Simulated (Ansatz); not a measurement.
# Nickel, omega (AlB2-type) under BLYP: from relaxation to bulk modulus, part 2 of 2

Aim: take nickel in the omega (AlB2-type) structure, relax it, solve it on a dense k-mesh, then scale the cell to 7 volumes from 88 to 112 % of the relaxed one and try a fit of the equation of state. Spin polarisation is left out, though the real metal is magnetic, so this state lies above the ground state. The k-meshes are 9×9×13 for the relaxation; 12×12×17 for the dense run; 10×10×14 for the volumes.

Ansatz 0.2.0; DFT, BLYP, plane waves (420 eV) with PAW, scalar-relativistic.

## (5) Volume × 0.92

input.yaml reads:

```yaml
crystal:
  lattice:
    - [3.9501426145, 0.0, 0.0]
    - [-1.9750713073, 3.4209238528, 0.0]
    - [0.0, 0.0, 2.3764554709]
  atoms:
    - { symbol: Ni, position: [0.0, 1.0, 1.0] }
    - { symbol: Ni, position: [0.3333333333, 0.6666666667, 0.5] }
    - { symbol: Ni, position: [0.6666666667, 0.3333333333, 0.5] }
hamiltonian:
  xc: blyp
  pseudopotentials:
    kind: paw
    azcp:
      Ni: "pseudopotentials/Ni.paw.azcp"
basis:
  ecutwfc: 420
  fft_grid_basis: typed
kpoints:
  mp_grid: { grid: [10, 10, 14], shift: [0, 0, 0] }
magnetization:
  spin_polarized: false
scf:
  occupations: { method: fermi_dirac, width: 0.1 }
  lower_state_search: "off"
output:
  stress: true
  write_density: true
  write_potential: true
  elf: true
  volumetric_format: npy
```

Standard output, shortened:

```text
Warning: RAYON_NUM_THREADS=2 ignored (pool sized by the plan → 2); use --threads N
[...]
Pseudopotentials: kind: paw
Pseudopotential: Ni, paw, valence charge 18, recommended cutoff 420 eV (normal), <dir>
Functional definition: BLYP
[...]
Crystal: 3 atoms, lattice volume = 32.113 Å³
Basis set: ecut = 420 eV, 619 PW (Γ), exchange–correlation on 54×54×32 points (8 copies of the dense FFT grid, shifted against one another)
Bands: 33, of which v1, the nominal top of the filled ones, is band 27 counted from 1 (26 counted from 0)
Symmetry: 24 space group operations
Space group: P6/mmm (ITA 191), of the structure as read, at distance tolerance 3.2e-5 Å
k-points: 112 of 1400
[...]
SCF iter   1: F=—  HF=-17544.441786 eV  |F-HF|=—  |Δ(HF+E_count)|=         —  Δρ=3.38e-2  dr2=2.36e-1  ethr=1.77e-3  ⟨swp⟩=4.9  Hψ=11992  notcnv=0  defer=26
[...]
SCF iter   7: F=-17544.406691 eV  HF=-17544.406691 eV  |F-HF|=2.01e-8  |Δ(HF+E_count)|=   4.57e-8  Δρ=1.48e-5  dr2=2.80e-8  ethr=1.85e-10  ⟨swp⟩=11.1  Hψ=27918  notcnv=0
[...]
SCF converged after 7 iterations
Free energy (F): -17544.406691 eV
[...]
E sigma→0 (E₀):  -17544.283510 eV
Entropy (-TS):   -0.246361 eV (-82.120 meV/atom)
Fermi energy:    18.830132 eV
[...]
--- Stress (GPa, compression-positive) ---
       16.858028       0.000000       0.000000
        0.000000      16.858028       0.000000
        0.000000       0.000000      16.301179
  P = ⅓ Tr σ = 16.6724 GPa (166.724 kbar)
--- Band table (eV; the first three rows and the last of 112) ---
[...]
```

Run time: 2.6 s. Hardware: 2 threads of an x86-64 CPU, shared host; peak memory 0.41 GiB.

## (6) Volume × 0.96

input.yaml, as its differences from that of step 5:

```diff
@@ -2,5 +2,5 @@
   lattice:
-    - [3.9501426145, 0.0, 0.0]
-    - [-1.9750713073, 3.4209238528, 0.0]
-    - [0.0, 0.0, 2.3764554709]
+    - [4.0065808484, 0.0, 0.0]
+    - [-2.0032904242, 3.4698007971, 0.0]
+    - [0.0, 0.0, 2.4104094221]
   atoms:
```

Standard output, shortened:

```text
Warning: RAYON_NUM_THREADS=2 ignored (pool sized by the plan → 2); use --threads N
[...]
[... 3 set-up lines as earlier in the session ...]
[...]
Crystal: 3 atoms, lattice volume = 33.510 Å³
Basis set: ecut = 420 eV, 657 PW (Γ), exchange–correlation on 54×54×36 points (8 copies of the dense FFT grid, shifted against one another)
Bands: 33, of which v1, the nominal top of the filled ones, is band 27 counted from 1 (26 counted from 0)
[... 2 set-up lines as earlier in the session ...]
k-points: 112 of 1400
[...]
SCF iter   1: F=—  HF=-17544.542358 eV  |F-HF|=—  |Δ(HF+E_count)|=         —  Δρ=3.20e-2  dr2=2.27e-1  ethr=1.77e-3  ⟨swp⟩=4.8  Hψ=11982  notcnv=0  defer=22
[...]
SCF iter   7: F=-17544.509669 eV  HF=-17544.509669 eV  |F-HF|=1.46e-8  |Δ(HF+E_count)|=   4.40e-8  Δρ=1.41e-5  dr2=2.36e-8  ethr=1.85e-10  ⟨swp⟩=11.1  Hψ=29265  notcnv=0
[...]
SCF converged after 7 iterations
Free energy (F): -17544.509669 eV
[...]
E sigma→0 (E₀):  -17544.381635 eV
Entropy (-TS):   -0.256068 eV (-85.356 meV/atom)
Fermi energy:    17.855018 eV
[...]
--- Stress (GPa, compression-positive) ---
        7.415983      -0.000000      -0.000000
        0.000000       7.415983      -0.000000
       -0.000000      -0.000000       7.183708
  P = ⅓ Tr σ = 7.3386 GPa (73.386 kbar)
--- Band table (eV; the first three rows and the last of 112) ---
[...]
```

It took 2.9 s on 2 threads of an x86-64 CPU, shared host; peak memory 0.42 GiB.

## (7) Volume × 1.0

input.yaml, as its differences from that of step 6:

```diff
@@ -2,5 +2,5 @@
   lattice:
-    - [4.0065808484, 0.0, 0.0]
-    - [-2.0032904242, 3.4698007971, 0.0]
-    - [0.0, 0.0, 2.4104094221]
+    - [4.0614723386, 0.0, 0.0]
+    - [-2.0307361693, 3.517338222, 0.0]
+    - [0.0, 0.0, 2.4434328329]
   atoms:
@@ -27,5 +27 @@
   stress: true
-  write_density: true
-  write_potential: true
-  elf: true
-  volumetric_format: npy
```

Standard output, shortened:

```text
Warning: RAYON_NUM_THREADS=2 ignored (pool sized by the plan → 2); use --threads N
[...]
[... 3 set-up lines as earlier in the session ...]
[...]
Crystal: 3 atoms, lattice volume = 34.906 Å³
Basis set: ecut = 420 eV, 669 PW (Γ), exchange–correlation on 60×60×36 points (8 copies of the dense FFT grid, shifted against one another)
Bands: 33, of which v1, the nominal top of the filled ones, is band 27 counted from 1 (26 counted from 0)
[... 2 set-up lines as earlier in the session ...]
k-points: 112 of 1400
[...]
SCF iter   1: F=—  HF=-17544.570956 eV  |F-HF|=—  |Δ(HF+E_count)|=         —  Δρ=3.05e-2  dr2=2.21e-1  ethr=1.77e-3  ⟨swp⟩=4.8  Hψ=11995  notcnv=0  defer=25
[...]
SCF iter   7: F=-17544.540262 eV  HF=-17544.540262 eV  |F-HF|=1.23e-8  |Δ(HF+E_count)|=   4.19e-8  Δρ=1.35e-5  dr2=2.07e-8  ethr=1.85e-10  ⟨swp⟩=3.8  Hψ=16798  notcnv=0
[...]
SCF converged after 7 iterations
Free energy (F): -17544.540262 eV
[...]
E sigma→0 (E₀):  -17544.407460 eV
Entropy (-TS):   -0.265603 eV (-88.534 meV/atom)
Fermi energy:    16.958808 eV
[...]
--- Stress (GPa, compression-positive) ---
       -0.030705       0.000000      -0.000000
        0.000000      -0.030705      -0.000000
       -0.000000      -0.000000      -0.000657
  P = ⅓ Tr σ = -0.0207 GPa (-0.207 kbar)
```

It took 2.2 s on 2 threads of an x86-64 CPU, shared host; peak memory 0.41 GiB.

## (8) Volume × 1.04

input.yaml, as its differences from that of step 7:

```diff
@@ -2,5 +2,5 @@
   lattice:
-    - [4.0614723386, 0.0, 0.0]
-    - [-2.0307361693, 3.517338222, 0.0]
-    - [0.0, 0.0, 2.4434328329]
+    - [4.1149188932, 0.0, 0.0]
+    - [-2.0574594466, 3.563624296, 0.0]
+    - [0.0, 0.0, 2.4755869522]
   atoms:
@@ -27 +27,5 @@
   stress: true
+  write_density: true
+  write_potential: true
+  elf: true
+  volumetric_format: npy
```

Standard output, shortened:

```text
Warning: RAYON_NUM_THREADS=2 ignored (pool sized by the plan → 2); use --threads N
[...]
[... 3 set-up lines as earlier in the session ...]
[...]
Crystal: 3 atoms, lattice volume = 36.302 Å³
Basis set: ecut = 420 eV, 693 PW (Γ), exchange–correlation on 60×60×36 points (8 copies of the dense FFT grid, shifted against one another)
Bands: 33, of which v1, the nominal top of the filled ones, is band 27 counted from 1 (26 counted from 0)
[... 2 set-up lines as earlier in the session ...]
k-points: 112 of 1400
[...]
SCF iter   1: F=—  HF=-17544.542368 eV  |F-HF|=—  |Δ(HF+E_count)|=         —  Δρ=2.90e-2  dr2=2.12e-1  ethr=1.77e-3  ⟨swp⟩=4.8  Hψ=12028  notcnv=0  defer=24
[...]
SCF iter   7: F=-17544.513798 eV  HF=-17544.513798 eV  |F-HF|=1.41e-8  |Δ(HF+E_count)|=   2.71e-8  Δρ=1.25e-5  dr2=2.01e-8  ethr=1.85e-10  ⟨swp⟩=10.6  Hψ=28887  notcnv=0
[...]
SCF converged after 7 iterations
Free energy (F): -17544.513798 eV
[...]
E sigma→0 (E₀):  -17544.376323 eV
Entropy (-TS):   -0.274949 eV (-91.650 meV/atom)
Fermi energy:    16.132440 eV
[...]
--- Stress (GPa, compression-positive) ---
       -5.898846       0.000000       0.000000
        0.000000      -5.898846       0.000000
        0.000000       0.000000      -5.657263
  P = ⅓ Tr σ = -5.8183 GPa (-58.183 kbar)
--- Band table (eV; the first three rows and the last of 112) ---
[...]
```

Wall time 3.1 s (2 threads of an x86-64 CPU, shared host); peak memory 0.41 GiB.

## (9) Volume × 1.08

input.yaml, as its differences from that of step 8:

```diff
@@ -2,5 +2,5 @@
   lattice:
-    - [4.1149188932, 0.0, 0.0]
-    - [-2.0574594466, 3.563624296, 0.0]
-    - [0.0, 0.0, 2.4755869522]
+    - [4.1670120043, 0.0, 0.0]
+    - [-2.0835060021, 3.6087382536, 0.0]
+    - [0.0, 0.0, 2.5069268229]
   atoms:
@@ -27,5 +27 @@
   stress: true
-  write_density: true
-  write_potential: true
-  elf: true
-  volumetric_format: npy
```

Standard output, shortened:

```text
Warning: RAYON_NUM_THREADS=2 ignored (pool sized by the plan → 2); use --threads N
[...]
[... 3 set-up lines as earlier in the session ...]
[...]
Crystal: 3 atoms, lattice volume = 37.698 Å³
Basis set: ecut = 420 eV, 735 PW (Γ), exchange–correlation on 60×60×36 points (8 copies of the dense FFT grid, shifted against one another)
Bands: 33, of which v1, the nominal top of the filled ones, is band 27 counted from 1 (26 counted from 0)
[... 1 set-up line as earlier in the session ...]
Space group: P6/mmm (ITA 191), of the structure as read, at distance tolerance 3.4e-5 Å
k-points: 112 of 1400
[...]
SCF iter   1: F=—  HF=-17544.469039 eV  |F-HF|=—  |Δ(HF+E_count)|=         —  Δρ=2.72e-2  dr2=1.98e-1  ethr=1.77e-3  ⟨swp⟩=4.7  Hψ=11971  notcnv=0  defer=24
[...]
SCF iter   7: F=-17544.442411 eV  HF=-17544.442411 eV  |F-HF|=2.07e-8  |Δ(HF+E_count)|=   1.05e-8  Δρ=1.22e-5  dr2=2.21e-8  ethr=1.85e-10  ⟨swp⟩=4.9  Hψ=14077  notcnv=0
[...]
SCF converged after 7 iterations
Free energy (F): -17544.442411 eV
[...]
E sigma→0 (E₀):  -17544.300362 eV
Entropy (-TS):   -0.284097 eV (-94.699 meV/atom)
Fermi energy:    15.368170 eV
[...]
--- Stress (GPa, compression-positive) ---
      -10.512827      -0.000000      -0.000000
       -0.000000     -10.512827      -0.000000
       -0.000000      -0.000000     -10.101721
  P = ⅓ Tr σ = -10.3758 GPa (-103.758 kbar)
```

Wall time 2.3 s (2 threads of an x86-64 CPU, shared host); peak memory 0.42 GiB.

## (10) Volume × 1.12

input.yaml, as its differences from that of step 9:

```diff
@@ -2,5 +2,5 @@
   lattice:
-    - [4.1670120043, 0.0, 0.0]
-    - [-2.0835060021, 3.6087382536, 0.0]
-    - [0.0, 0.0, 2.5069268229]
+    - [4.2178342326, 0.0, 0.0]
+    - [-2.1089171163, 3.6527515944, 0.0]
+    - [0.0, 0.0, 2.5375021146]
   atoms:
```

Standard output, shortened:

```text
Warning: RAYON_NUM_THREADS=2 ignored (pool sized by the plan → 2); use --threads N
[...]
[... 3 set-up lines as earlier in the session ...]
[...]
Crystal: 3 atoms, lattice volume = 39.095 Å³
Basis set: ecut = 420 eV, 759 PW (Γ), exchange–correlation on 60×60×36 points (8 copies of the dense FFT grid, shifted against one another)
Bands: 33, of which v1, the nominal top of the filled ones, is band 27 counted from 1 (26 counted from 0)
[... 2 set-up lines as earlier in the session ...]
k-points: 112 of 1400
[...]
SCF iter   1: F=—  HF=-17544.360818 eV  |F-HF|=—  |Δ(HF+E_count)|=         —  Δρ=2.57e-2  dr2=1.85e-1  ethr=1.77e-3  ⟨swp⟩=4.7  Hψ=11982  notcnv=0  defer=18
[...]
SCF iter   7: F=-17544.335783 eV  HF=-17544.335783 eV  |F-HF|=2.09e-8  |Δ(HF+E_count)|=   4.39e-8  Δρ=1.45e-5  dr2=2.67e-8  ethr=1.85e-10  ⟨swp⟩=4.9  Hψ=14360  notcnv=0
[...]
SCF converged after 7 iterations
Free energy (F): -17544.335783 eV
[...]
E sigma→0 (E₀):  -17544.189264 eV
Entropy (-TS):   -0.293039 eV (-97.680 meV/atom)
Fermi energy:    14.659333 eV
[...]
--- Stress (GPa, compression-positive) ---
      -14.124863       0.000000       0.000000
        0.000000     -14.124863       0.000000
        0.000000       0.000000     -13.579748
  P = ⅓ Tr σ = -13.9432 GPa (-139.432 kbar)
```

Wall time 2.3 s (2 threads of an x86-64 CPU, shared host); peak memory 0.42 GiB.

## (11) Energy and pressure against volume

All volumes keep the relaxed shape and fractional coordinates.

| V (Å³/atom) | E − E₀ (meV/atom) | P from the stress (GPa) | P from the fit (GPa) |
| --- | --- | --- | --- |
| 10.239 | 104.7 | 28.52 | 27.98 |
| 10.704 | 41.4 | 16.67 | 16.10 |
| 11.170 | 8.7 | 7.34 | 6.78 |
| 11.635 | 0.1 | -0.02 | -0.56 |
| 12.101 | 10.4 | -5.82 | -6.34 |
| 12.566 | 35.8 | -10.38 | -10.90 |
| 13.032 | 72.8 | -13.94 | -14.47 |

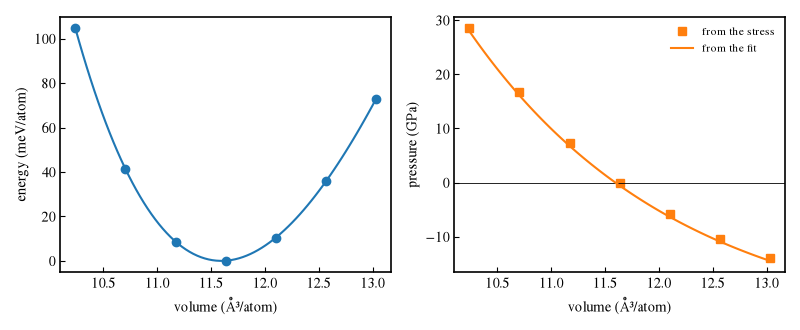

Energy and pressure against volume; the lines are the Birch-Murnaghan fit.

Fit (Birch-Murnaghan, third order): V₀ = 11.595 Å³/atom, B₀ = 165 GPa, B₀′ = 4.9, largest residual 0.02 meV/atom.

Fit and stress differ a little: one follows E(σ → 0), the other the smeared free energy.

## (12) Results

What follows sums up all 2 parts.

```
                      quantity                                   value
space group (spins left aside)                        P6/mmm (No. 191)
             conventional cell  a = 4.061 Å, c = 2.443 Å (c/a = 0.602)
                        volume                          11.635 Å³/atom
             shortest distance                                 2.345 Å
               gap on the mesh            none (levels filled in part)
relative to fcc, ferromagnetic                           +142 meV/atom
                   V₀, B₀, B₀′            11.595 Å³/atom, 165 GPa, 4.9
```

In words: The relaxation enlarged the cell by 6.4 % in volume. It lies 142 meV/atom above the element's reference form at the same level (fcc, ferromagnetic, from a run of its own); part of this is magnetic energy, as this run has no moments. No gap shows: it is a metal or semimetal at this level. The fitted modulus is 165 GPa; letting shape and positions relax at each volume could only lower it. Relaxation kept the symmetry; phonons were not checked.
